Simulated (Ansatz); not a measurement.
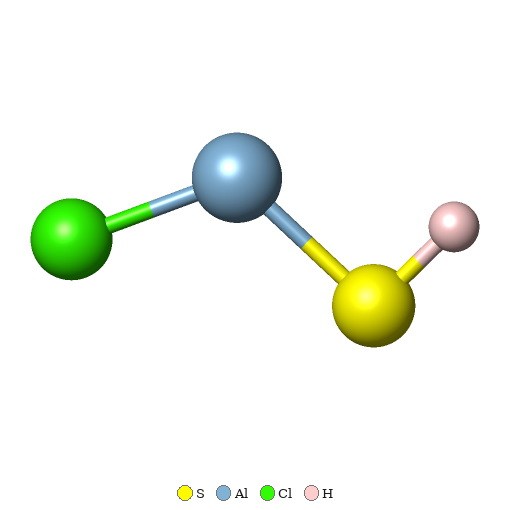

The species is neutral and a spin doublet. The geometry was computed by an optimisation with PBE-D4/def2-SVP. No frequency run is at hand to confirm it as a minimum.

Draw it as a skeletal formula.

SMILES: [SH][Al][Cl]

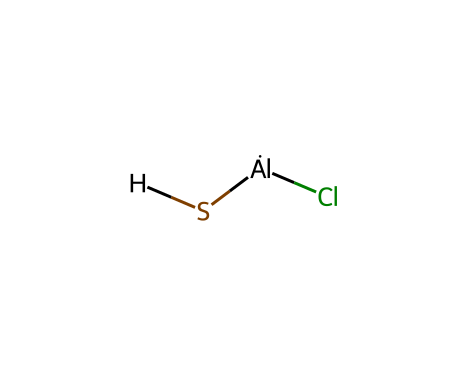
